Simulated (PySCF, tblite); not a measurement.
# C₃HClNO radical: geometry, infrared bands and EPR parameters

Aim: predict the infrared bands and EPR parameters of C₃HClNO radical (`Clc1co[c]n1`).

The runs use tblite 0.8.0 and PySCF 2.14.0, with density-fitted response routines of our own; the level of theory stands in each step. All values are computed, except where a source is named. Atoms count from 0, in the outputs and in this text.

## Step 1: The molecule as given

7 atoms, charge 0, multiplicity 2; geometry from: force field or distance geometry start.

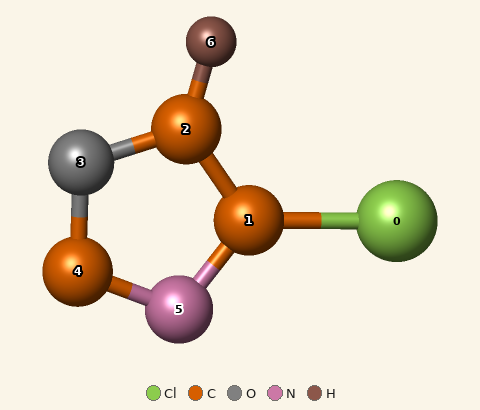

As it starts; chlorine green, carbon orange, oxygen grey, nitrogen pink, hydrogen brown, atoms numbered.

## Step 2: Relaxing the molecule with GFN2-xTB

The job: settings as JSON, then the geometry in Å.

```
{"job": {"kind": "relax", "xc": "GFN2-xTB", "basis": "xTB"}, "charge": 0, "multiplicity": 2}
Cl     2.359100    -0.613800     0.090700
C      0.593700    -0.395400     0.027700
C     -0.066600     0.793100    -0.050300
O     -1.356300     0.539700    -0.075500
C     -1.512100    -0.759900     0.018100
N     -0.335200    -1.363300     0.073700
H      0.320600     1.804500    -0.111400
```

Command:

```console
$ OMP_NUM_THREADS=1 python probes_run.py task.json out
```

This one command runs all jobs of the session in turn.

**Question.** This job is followed by: GFN2-xTB harmonic vibrations, gas phase; UKS B3LYP, pcH-1 on C Cl H N O, non-relativistic, mean-field spin-orbit, GIAO. What will the session give for the following? strongest single infrared mode (GFN2-xTB); zero-point energy (GFN2-xTB); g(iso) (B3LYP); ⟨S²⟩; largest a(iso); surface potential, least and greatest.

As calculated:

| quantity | value |
| --- | --- |
| strongest single infrared mode (GFN2-xTB) | 1155 cm⁻¹, 84 km/mol |
| zero-point energy (GFN2-xTB) | 21.9 kcal/mol |
| g(iso) (B3LYP) | 2.00237 |
| ⟨S²⟩ | 0.758 (exact 0.75) |
| largest a(iso) | 13C on C4, 878.7 MHz |
| surface potential, least and greatest | -1.38 V and 1.71 V |

In words: The optimisation took 15 steps and gained 0.282 eV; among the close pairs (by a distance rule), Cl0–C1 changed most, from 1.780 to 1.683 Å. All 15 modes are real, so the xTB geometry is a minimum. The strongest single mode, at 1155 cm⁻¹, moves mainly C1 and N5. GFN2-xTB is a fitted tight-binding method: band positions and strengths are rough. Its intensities can rank the bands wrongly. C4 carries the largest spin population, 0.91 e. The isotropic g lies 0.1 ppt above the free-electron value.
